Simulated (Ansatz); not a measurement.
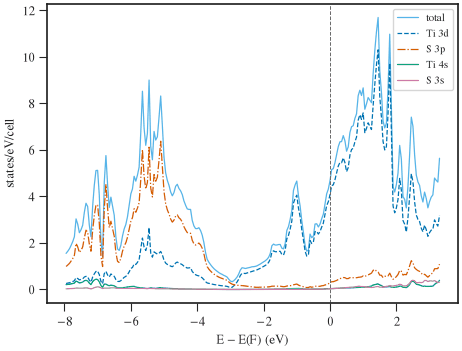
Figure: Total and projected density of states of TiS in space group R-3m (No. 166; Ti on 3b, Ti on 6c, S on 3a, S on 6c), LDA (plane waves, PAW; program Ansatz)

Which orbitals carry the states next to the Fermi level?

Within 0.5 eV of the Fermi level: Ti 3d 87 %, S 3p 6 %, outside the projected shells 5 %. Projections are on Löwdin-orthogonalised atomic valence shells; empty p or d shells of many metals are not among them.

Where is the tallest occupied peak in this window, and what makes it?

Near -5.4 eV, about 9.0 states/eV per cell; the largest projected share is S 3p.

The first step of the workflow began from a Materials Project structure, measured or hypothetical; the Crystallography Open Database files this formula in space group No. 166, but the cells were not matched. Whether it is the stable phase at ambient conditions was not checked. Symmetry was held in the LDA relaxation; its stability against distortions is not shown here. No spin polarisation was allowed.

Potentials: the later of the program's two PAW sets.
